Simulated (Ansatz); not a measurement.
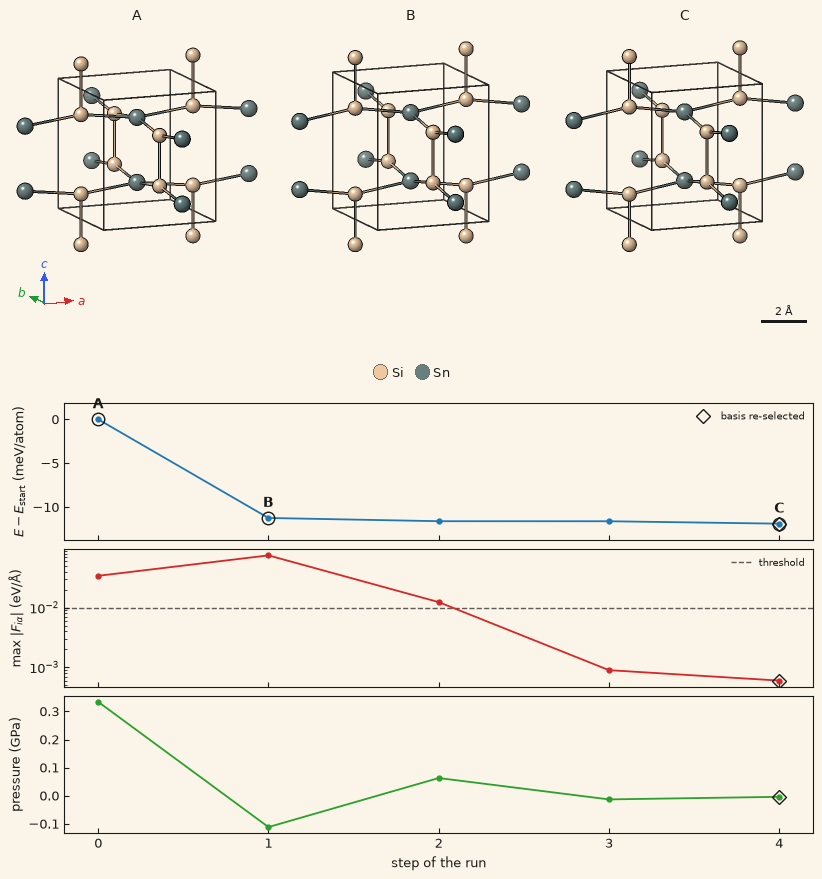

Frames of a relaxation of solid Si$_{2}$Sn (a generated structure, set up in P4_2/mmc), marked on the history of the run. The picture is a ball-and-stick view of the cell of the calculation, seen slightly off an axis.

Theory: Ansatz, DFT PBE, scalar-relativistic, plane waves, PAW.

Input file:
```yaml
crystal:
  lattice:
    - [5.3878417778, 0.0, 0.0]
    - [0.0, 5.3878417778, 0.0]
    - [0.0, 0.0, 5.9163527069]
  atoms:
    - { symbol: Si, position: [0.5, 0.0, 0.6946710413] }
    - { symbol: Si, position: [0.0, 0.5, 0.8053289587] }
    - { symbol: Si, position: [0.0, 0.5, 0.1946710413] }
    - { symbol: Si, position: [0.5, 0.0, 0.3053289587] }
    - { symbol: Sn, position: [0.5, 0.5, 0.75] }
    - { symbol: Sn, position: [0.5, 0.5, 0.25] }
basis:
  ecutwfc: 420
kpoints:
  mp_grid: { grid: [8, 8, 6] }
hamiltonian:
  xc: pbe
scf:
  occupations: { method: gaussian, width: 0.1 }
output:
  forces: true
  stress: true
  eigenvalues: true
relax:
  adjacent_minimum: "off"
  f_tol: 0.01
  max_steps: 80
  cell: { stress_tol: 0.05 }
```

Run as
```bash
ansatz run input.yaml --threads 1 --pin off --max-ram 2560MiB --backend cpu --events-out ev --progress --plain --runs-dir out
```

What happens along the run?

After 3 accepted moves (4 points after the start) the energy has fallen by 11.9 meV per atom. The largest force component goes from 0.034 to 0.0006 eV/Å. The pressure goes from 0.33 to 0.00 GPa. The SCF was repeated once at an unchanged geometry on a basis and grid sized afresh for the cell, which shifted the energy by 0.3 meV per atom at most. The largest moves relative to the cell, 0.074 Å, are those of Si1, Si2, Si3 and Si4. Si3 goes along −c. Sn stays in place. The drawn cell changes as follows: a = b 5.388 → 5.330 Å (−1.1 %), c 5.916 → 6.262 Å (+5.8 %); the volume changes by +3.6 %. Some distances before and after: Si1–Sn5 2.714 → 2.698 Å, Si1–Si4 2.303 → 2.291 Å. Bond angles that change, for instance: Sn5–Si1–Sn5 166.1° → 162.1°, Si1–Sn5–Si1 166.1° → 162.1°, Si4–Si1–Sn5 96.9° → 99.0°. The space group stays P4_2/mmc (No. 131). From step 0 to 1: Si atoms move most (0.06 Å), volume +3.2 %, energy −11.2 meV per atom. From step 1 to 4: Si atoms move most (0.02 Å), volume +0.4 %, energy −0.6 meV per atom.

```
step  E − E(0), meV/atom  largest force component, eV/Å  pressure, GPa  volume, Å³/atom                      note
   0                0.00                         0.0341           0.33           28.624                          
   1              -11.23                         0.0750          -0.11           29.529                          
   2              -11.60                         0.0124           0.06           29.611                          
   3              -11.60                         0.0009          -0.01           29.653                          
   4              -11.88                         0.0006           0.00           29.653  same geometry, new basis
```
